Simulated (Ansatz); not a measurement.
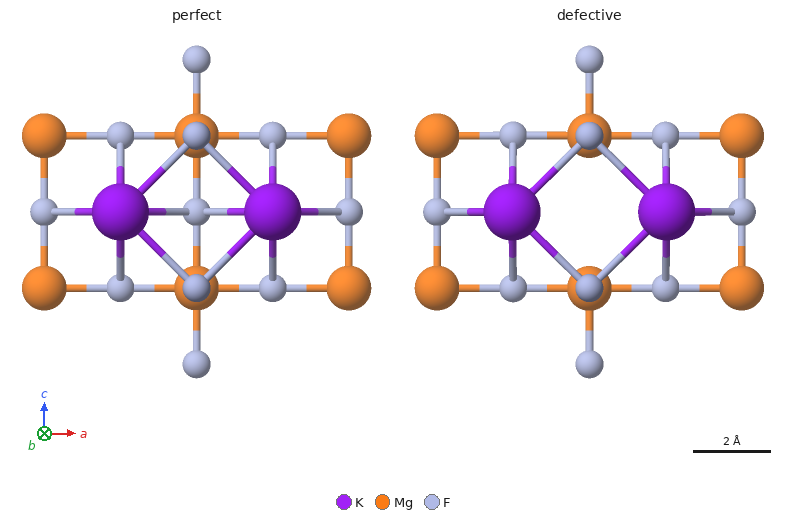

Left: perfect KMgF₃. Right: the same region with one point defect, after relaxing the atoms in a supercell of 40 sites. Style: ball-and-stick. Shown: the atoms within 4.6 Å of one point, in a slice 4.2 Å thick across the line of sight, along the b axis.

Theory: DFT, PBEsol, PAW, plane waves (Ansatz 0.2.0). Settings: plane-wave cutoff 420 eV; k-point mesh 1 × 1 × 1; mesh shifted by (0.25, 0.25, 0.25); collinear spin. Fermi-Dirac smearing of 0.01 eV. The axes drawn are those of the host's conventional cell.

Question: What kind of defect was made?

Answer: A fluorine atom is taken out (a vacancy).

The charge state of the cell is 0.

Question: What does the relaxation do around it?

Answer: Around the empty F site the host had 2 Mg at 2.00 Å; after relaxation the nearest atoms are 2 Mg at 2.00 Å. Of the host's atoms, a potassium atom moves furthest from its site, by 0.04 Å. The cell's net moment is 1.00 μB.

Limits of the set-up: the periodic images lie only 8.0 Å apart, so the values are limited by the cell's size.
